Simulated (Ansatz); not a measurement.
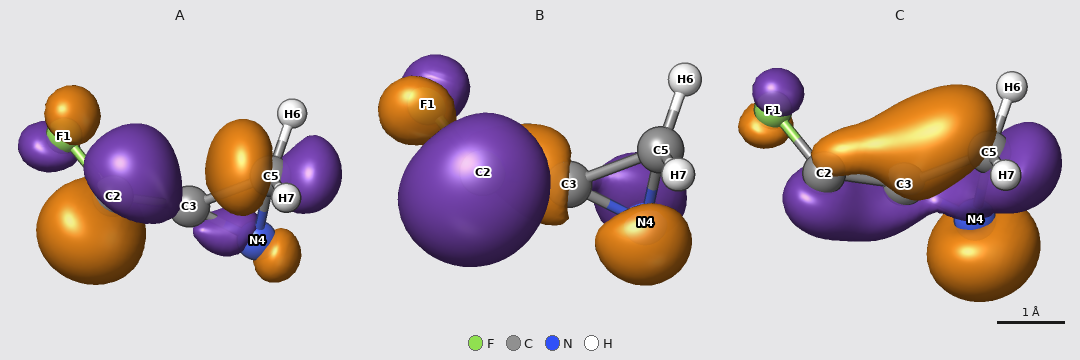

Figure. C₃H₂FN (SMILES FC1=C=NC1). Three frontier orbitals at ±0.15 Å⁻³ᐟ² (orange and purple are the two phases), in no order.

Geometry: PBE0-D4/def2-TZVP.

Computed with RKS PBE0-D4/def2-TZVPP in Ansatz.

```xyz
7

F    -2.4254   -0.0872   -0.0387
C    -1.3548   -0.6591    0.4430
C    -0.2087   -0.5736   -0.3142
N     0.9420   -0.8264   -0.7694
C     0.9017    0.3883    0.0425
H     0.8823    1.3558   -0.4510
H     1.3243    0.3342    1.0422
```

**Order the three orbitals by energy and name them.**

C is the HOMO−1 (−8.54 eV). It lies mainly on N4 (about 35 %), C5 (about 25 %), C3 (about 20 %) and C2 (about 10 %). B is the HOMO (−7.43 eV). By Hirshfeld shares it lies mainly on C2 (about 55 %), N4 (about 15 %), F1 (about 10 %) and C3 (about 10 %). A is the LUMO (−2.62 eV). It lies mainly on C2 (about 50 %), C5 (about 15 %), F1 (about 10 %), C3 (about 10 %) and N4 (about 5 %).

**What is the HOMO–LUMO gap?**

4.81 eV between the orbital energies.
